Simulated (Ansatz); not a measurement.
**AgH₆N₂ (charge +1): density, localisation and related maps**

```xyz
9

Ag    0.0002    0.0001    0.0000
N    -0.0038   -0.0147    2.1225
H    -0.4224    0.8376    2.5067
H     0.9449   -0.0830    2.5029
H    -0.5361   -0.8069    2.4946
N     0.0038    0.0148   -2.1225
H    -0.9473    0.0182   -2.5029
H     0.4796   -0.8072   -2.5062
H     0.4810    0.8411   -2.4952
```

Geometry: PBE-D4/def2-TZVP; core potentials replace the inner electrons of Ag.

The calculation used RKS PBE0-D4/def2-TZVP (Ansatz 0.2.0).

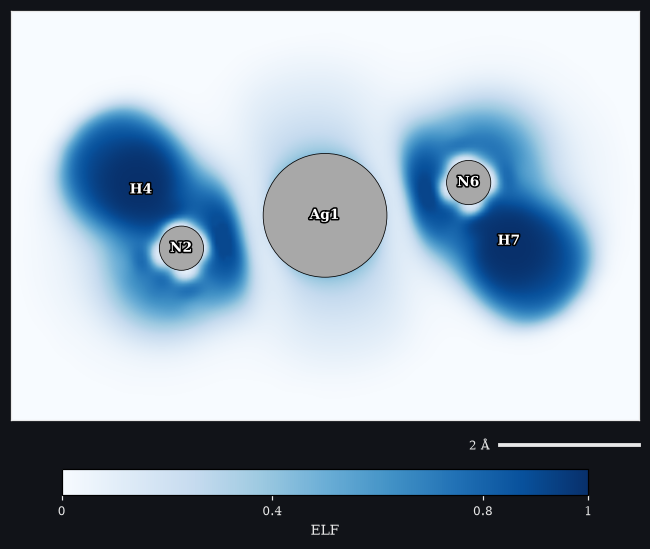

Figure 1. ELF on the plane of atoms Ag1, N6 and H7. Grey discs cover the atomic cores.

### Describe what can be read from this map.

- Atoms in the plane: Ag, N and H.
- Ag–N (2.12 Å): the ELF peaks at about 0.90 in the valence shell of N, 0.7 Å from its nucleus, and is about 0.15 at the midpoint.
- N–H (1.02 Å): the ELF climbs to about 1 towards the hydrogen, as it does in any bond to H (a covalent bond by its length).

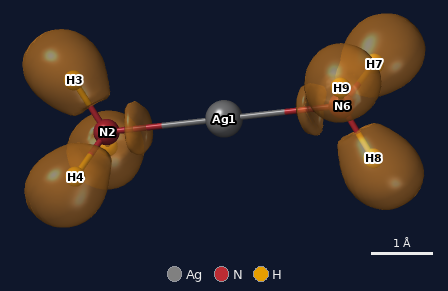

Figure 2. Isosurface of the ELF at 0.85 (orange), seen at a tilt. Core shells and regions of very low density are left out.

### Describe the localisation domains.

The ELF exceeds this value in six regions around hydrogen nuclei and two lobes of the valence shell of N pointing towards Ag.

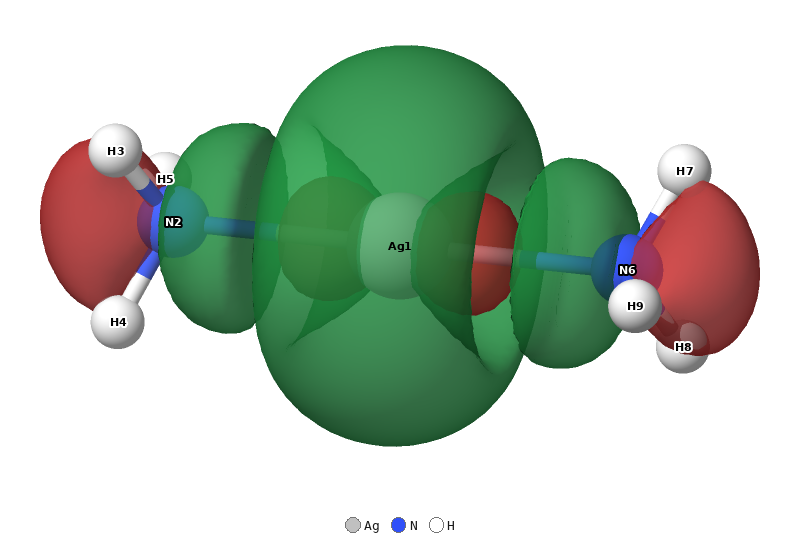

Figure 3. The HOMO at ±0.08 Å⁻³ᐟ² (green and red are the two phases), seen at a tilt.

### Describe this orbital and give its energy.

It lies mainly on Ag1 (about 80 %), N2 (about 10 %) and N6 (about 10 %). Its energy is −12.34 eV.

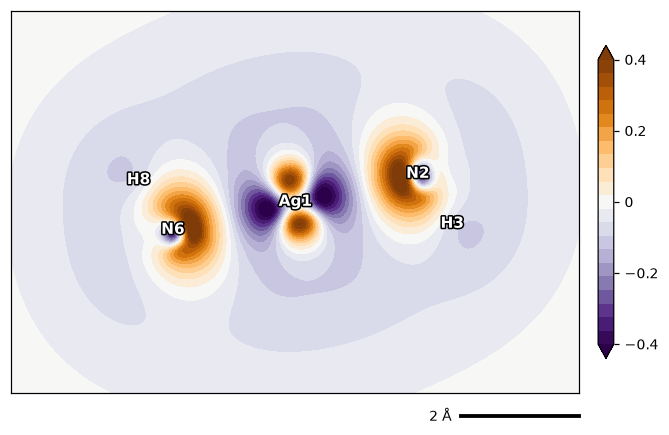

Figure 4. The LUMO on the plane of atoms Ag1, N2 and H3 (values in Å⁻³ᐟ²; the overall sign is arbitrary).

### Describe this orbital and give its energy.

By Hirshfeld shares it lies mainly on Ag1 (about 55 %), N2 (about 10 %) and N6 (about 10 %). Its energy is −5.04 eV.
